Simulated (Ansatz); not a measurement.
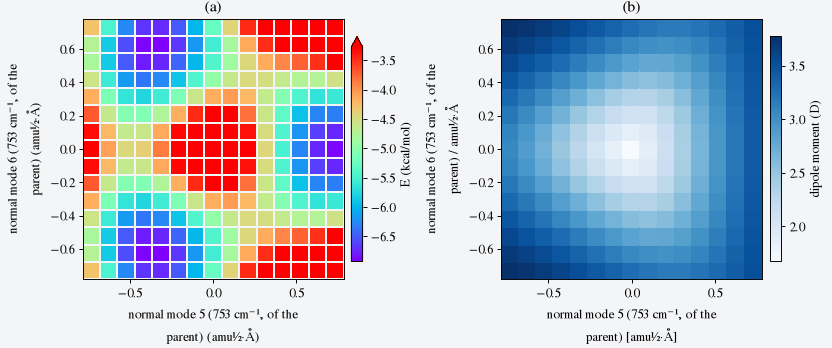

ClGaH₃, spin multiplicity 2. 
- The first coordinate is: normal mode 5 (753 cm⁻¹, of the parent); the second: normal mode 6 (753 cm⁻¹, of the parent).
- Nothing is relaxed (straight displacements along the two mass-weighted modes).
- Grid: 15 × 15 points; 120 points were computed and 105 follow by symmetry.
- Points are written as (first, second).
- All energies are given in kcal/mol relative to the ion of charge +0 at the geometry of the relaxed parent of charge -1.
- Near the degeneracy a single determinant is a rough description.
- Level of theory: UKS PBE0-D4/def2-SVPD (Ansatz).

Panel (a) is the energy; panel (b) is the computed dipole moment, in D.

In the figure: one coloured cell a grid point, one colour for all values above the top of the scale.

How does the dipole moment vary over the map, and what is it at the lowest grid point?

Answer. Leaving out the highest fifth of the energies, it runs from 2.18 D at (−0.104 amu½·Å, −0.209 amu½·Å) to 3.77 D at (−0.731 amu½·Å, −0.731 amu½·Å). At the lowest grid point, (−0.313 amu½·Å, −0.627 amu½·Å), it is 3.36 D.

```
second ↓, first →  −0.731  −0.627  −0.522  −0.418  −0.313  −0.209  −0.104  0.000  0.104  0.209  0.313  0.418  0.522  0.627  0.731
            0.731    3.77    3.73    3.68    3.61    3.53    3.45    3.36   3.28   3.21   3.17   3.17   3.22   3.30   3.41   3.53
            0.627    3.69    3.63    3.56    3.46    3.36    3.26    3.15   3.07   3.01   2.99   3.02   3.10   3.22   3.37   3.51
            0.522    3.59    3.50    3.40    3.28    3.16    3.03    2.92   2.83   2.78   2.79   2.86   2.98   3.15   3.32   3.49
            0.418    3.46    3.35    3.22    3.08    2.94    2.79    2.67   2.58   2.55   2.59   2.70   2.87   3.08   3.28   3.47
            0.313    3.32    3.19    3.04    2.87    2.71    2.55    2.42   2.33   2.32   2.40   2.57   2.78   3.02   3.25   3.45
            0.209    3.19    3.04    2.87    2.68    2.50    2.32    2.18   2.09   2.11   2.25   2.46   2.72   2.97   3.22   3.44
            0.104    3.10    2.93    2.74    2.54    2.34    2.14    1.97   1.87   1.94   2.15   2.40   2.67   2.95   3.20   3.43
            0.000    3.06    2.89    2.70    2.49    2.27    2.06    1.85   1.67   1.88   2.12   2.38   2.66   2.94   3.20   3.42
           −0.104    3.10    2.93    2.74    2.54    2.34    2.14    1.97   1.87   1.94   2.15   2.40   2.67   2.95   3.20   3.43
           −0.209    3.19    3.04    2.87    2.68    2.50    2.32    2.18   2.09   2.11   2.25   2.46   2.72   2.97   3.22   3.44
           −0.313    3.32    3.19    3.04    2.87    2.71    2.55    2.42   2.33   2.32   2.40   2.57   2.78   3.02   3.25   3.45
           −0.418    3.46    3.35    3.22    3.08    2.94    2.79    2.67   2.58   2.55   2.59   2.70   2.87   3.08   3.28   3.47
           −0.522    3.59    3.50    3.40    3.28    3.16    3.03    2.92   2.83   2.78   2.79   2.86   2.98   3.15   3.32   3.49
           −0.627    3.69    3.63    3.56    3.46    3.36    3.26    3.15   3.07   3.01   2.99   3.02   3.10   3.22   3.37   3.51
           −0.731    3.77    3.73    3.68    3.61    3.53    3.45    3.36   3.28   3.21   3.17   3.17   3.22   3.30   3.41   3.53
```
